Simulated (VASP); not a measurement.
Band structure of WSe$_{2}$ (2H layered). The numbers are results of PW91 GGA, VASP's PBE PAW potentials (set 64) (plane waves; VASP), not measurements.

Without a dispersion term in the relaxation, distances and binding between the weakly bound layers, chains or molecules are unreliable, and so is what depends on them. Unless said otherwise, spin-orbit coupling is left out, though it shifts the bands of the heavy elements here.

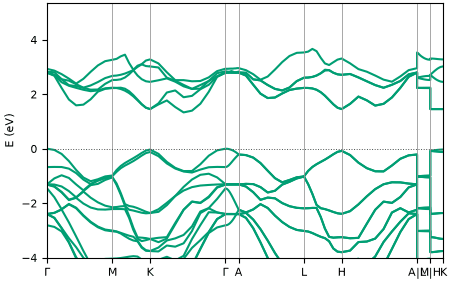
*Bands along high-symmetry lines, zero at the valence-band maximum or, without a gap, the Fermi level*

Read the plot: is there a gap, and where are the band edges?

The gap is indirect, 1.33 eV, from the valence maximum at Γ to the conduction minimum at K-Γ at 0.44. (Edges off the drawn lines would not show.)

The compound is WSe2 in the 2H layered structure. It was relaxed first, which changed the volume by +13 %.
